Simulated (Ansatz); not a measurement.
Electronic density of states of amorphous IGZO (In$_{9}$Ga$_{9}$Zn$_{9}$O$_{36}$), density 5.80 g/cm³, on a 2×2×2 Γ-centred mesh with a Gaussian width of 0.1 eV; energies count from the Fermi level, whose place inside the gap is arbitrary. Cell and mesh are small, so fine structure isn't converged. The numbers are results of PBE, scalar-relativistic without spin-orbit coupling (plane waves to 420 eV, PAW; Ansatz, a program for electronic structure), not measurements. Sampling: a 2×2×2 Γ-centred mesh; Fermi-Dirac width 0.02 eV; no spin polarisation.

It comes from a melt-quench run on a machine-learned potential (CHGNet), relaxed afterwards by DFT. O atoms were pushed apart under 1.9 Å during the dynamics, to hinder bonds among them. The hot cell started wider than the set density and was brought back towards it in steps. It is the lowest in DFT energy of 2 quenches. It is a model cell: composition and starting density were chosen by hand, and all elements were melted together. No dispersion term was used. Its density started from a set value of 5.80 and ended at 5.80 g/cm³. The quench (nominally 84 K/ps over its main leg) was far faster than any real one, so the model tends to hold more defects than a real film. A cell of this size samples the disorder only roughly. The volume was held where the preparation left it, at a PBE pressure of -0.6 GPa (tension). Stress components on the final sampling reach 3.7 GPa.

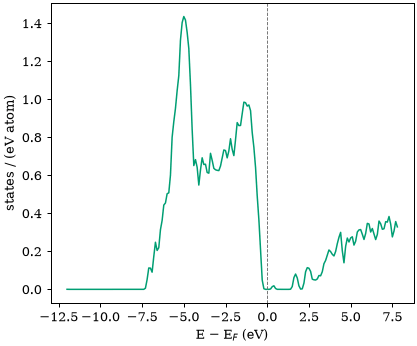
Figure: Density of states per atom

The gap on this mesh is 0.74 eV; the broadening fills part of it in the curve.
